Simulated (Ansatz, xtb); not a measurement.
Ligand exchange: C3H9N + InH2(NH2) → C2H8N2 + InH2(CH3)

Species: C3H9N (ethylmethylamine) `CCNC`, singlet; InH2(NH2), singlet; C2H8N2 (ethylhydrazine) `CCNN`, singlet; InH2(CH3), singlet. The partners trade CH3 for NH2: N–CH3 and In–NH2 bonds give way to N–NH2 and In–CH3.

Shapes, held fixed at every level: PBE0-D4/def2-TZVP. Flexible molecules stand in one conformer, not always the lowest. Programs: Ansatz 0.2.0, xtb 6.7.1. Electronic energies: no zero-point or thermal term.

```tsv
level	kind	ΔE (kJ/mol)	less CCSD(T)/def2-TZVPP	CPU time (sum over the molecules)
GFN1-xTB	semi-empirical	+82.8	-50.4	0.11 s
HF/def2-TZVPP	Hartree–Fock	+137.4	+4.2	–
r2SCAN-D4/def2-TZVPP	meta-GGA	+132.1	-1.1	41 s
B3LYP-D4/def2-TZVPP	global hybrid	+130.3	-2.9	36 s
PBE0-D4/def2-TZVPP	global hybrid	+125.1	-8.1	23 s
wB97M-V/def2-TZVPP	range-separated hybrid	+128.9	-4.3	94 s
B2PLYP/def2-TZVPP	double hybrid	+135.5	+2.3	47 s
CCSD/def2-TZVPP	coupled cluster or CI	+133.6	+0.4	–
CCSD(T)/def2-TZVPP	coupled cluster or CI	+133.2	0.0	18 min
```

The highest level, CCSD(T)/def2-TZVPP, gives ΔE = +133.2 kJ/mol; the levels span +82.8 to +137.4. The column of differences is taken from that level and isn't an error. No measured value is set beside it here. For atoms past krypton def2 sets carry core potentials with scalar relativity. Correlated rows may include outer-core shells of In, which these sets cover unevenly. Times are processor times on shared x86 and Arm servers, and rough.

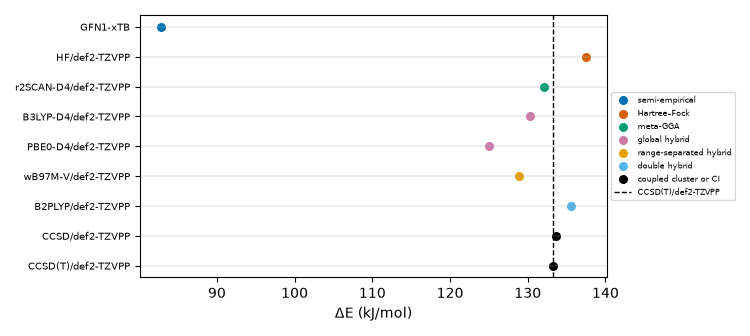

The values of the table, level by level.
